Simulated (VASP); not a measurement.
Input:

```
PdSb
1.0
    0.00000     2.95462     2.95462
    2.95462     0.00000     2.95462
    2.95462     2.95462     0.00000
Pd Sb
1 1
Cartesian
  0.00000   0.00000   0.00000
  1.47731   1.47731   1.47731
```

These are PBEsol GGA, VASP's PBE PAW potentials (set 64) (plane waves; VASP) values and carry that method's errors. Settings: 400 eV cut-off, 12×12×12 Γ-centred mesh, tetrahedra with Blöchl corrections, potentials Pd Sb.

Unless said otherwise, spin-orbit coupling is left out, though it shifts the bands of the heavy elements here.

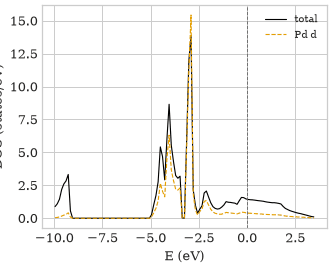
Total and projected density of states, zero at the Fermi level

Within 2 eV below the Fermi level the largest weight inside VASP's projection spheres is Pd d, then Sb p.

It has no gap at this level: it comes out as a metal or semimetal.

The structure was generated: PdSb was put into the zinc blende type (F-43m), which need not be its known phase. It was relaxed first, which changed the volume by -22 %. The electron count is odd and the run is not spin-polarised, which forces a metal.
